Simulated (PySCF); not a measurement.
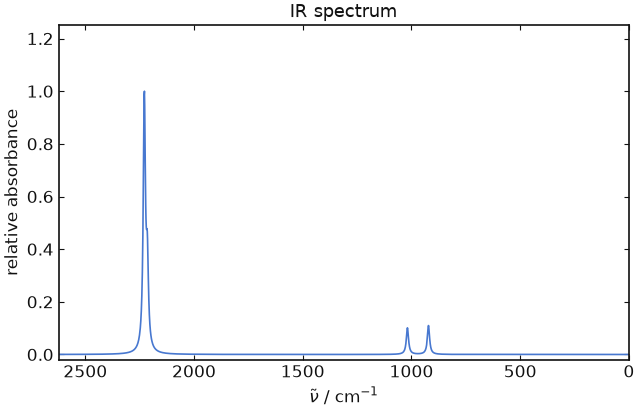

Unscaled harmonic wavenumbers and double-harmonic intensities, PBE0/def2-TZVP, PySCF 2.14.0, isolated molecule. Structures are the lowest points that the searches found. Degenerate modes count as one line, with their intensities summed. Lorentzian lines of 12 cm⁻¹ full width. Close modes add up in the curve.

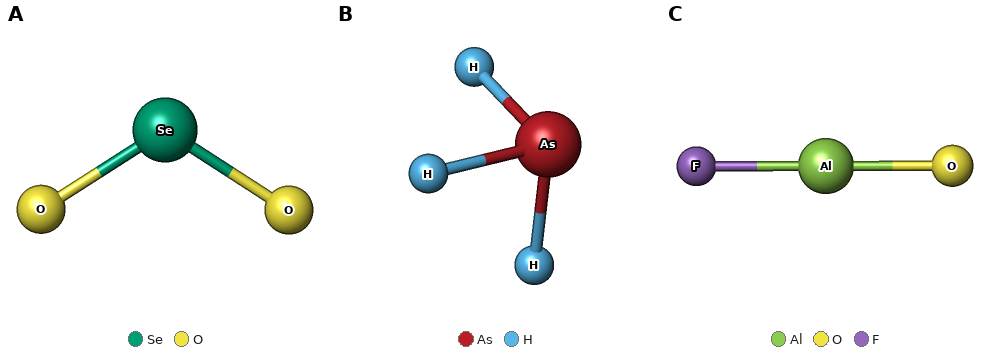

> Which molecule gives this infrared spectrum? The candidates are drawn in the second picture.

Structure B, AsH₃, singlet. It has its most intense lines at 2228.6, 2214.7 and 921.7 cm⁻¹.

Caveats: no scalar relativity.
